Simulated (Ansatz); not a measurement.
Input file:

```
crystal:
  periodic: [false, false, false]
  atoms:
    - { symbol: Si, position_ang: [0.178032, 0.030878, -0.017595] }
    - { symbol: F, position_ang: [0.340458, -0.105547, 1.58881] }
    - { symbol: H, position_ang: [1.58159, 0.070578, -0.555473] }
    - { symbol: H, position_ang: [-0.504991, 1.310508, -0.395724] }
    - { symbol: H, position_ang: [-0.51227, -1.171431, -0.588879] }
    - { symbol: "N", position_ang: [-2.566714, -0.064572, 1.26438] }
    - { symbol: H, position_ang: [-2.573593, -0.630625, 0.410391] }
    - { symbol: H, position_ang: [-2.423212, 0.913507, 0.993856] }
    - { symbol: H, position_ang: [-1.750399, -0.353295, 1.840433] }
basis:
  gaussian: { orbitals: def2-SVP }
hamiltonian:
  xc: pbe
  dispersion: d4
relax:
  f_tol: 0.03
  max_steps: 50
output:
  orbitals: {}
```

Launched as:

```sh
ansatz run input.yaml --threads 1 --pin off --max-ram 2048MiB --backend cpu --events-out ev --progress --plain --runs-dir out
```

The fields are those of the run's last geometry, not of the input's.

The calculation used Ansatz, RKS PBE-D4/def2-SVP.

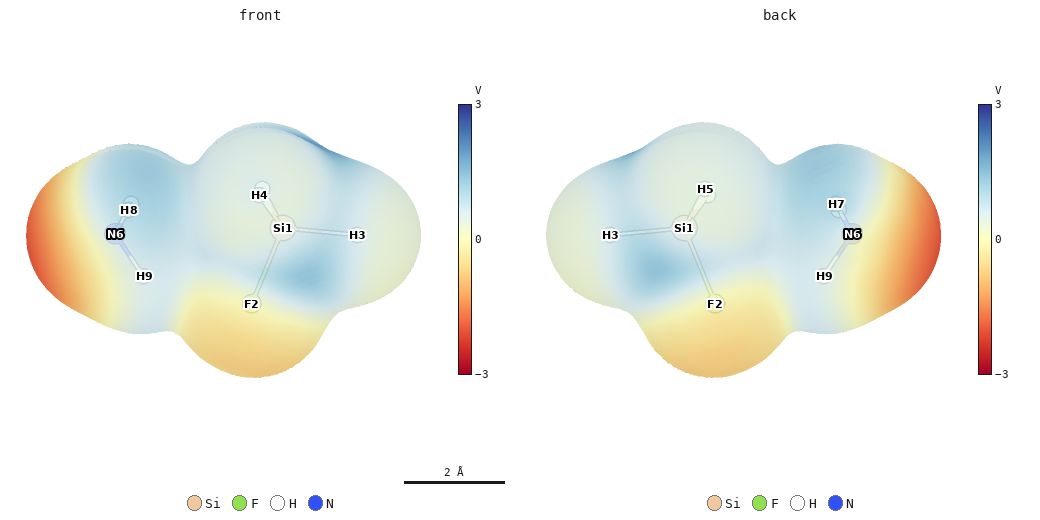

FH₃Si···NH₃. The molecular electrostatic potential painted on the density surface at 0.002 e/bohr³, seen from the front and from behind; the colour scale runs from red (negative) to blue (positive).

> Which sites attract a positive test charge, and which a negative one?

A positive charge is drawn to the negative regions and a negative charge to the positive ones. The most negative region (about −2.0 V) lies over N6, the most positive (about +1.9 V) over Si1. N6 is the likeliest acceptor of a hydrogen bond.
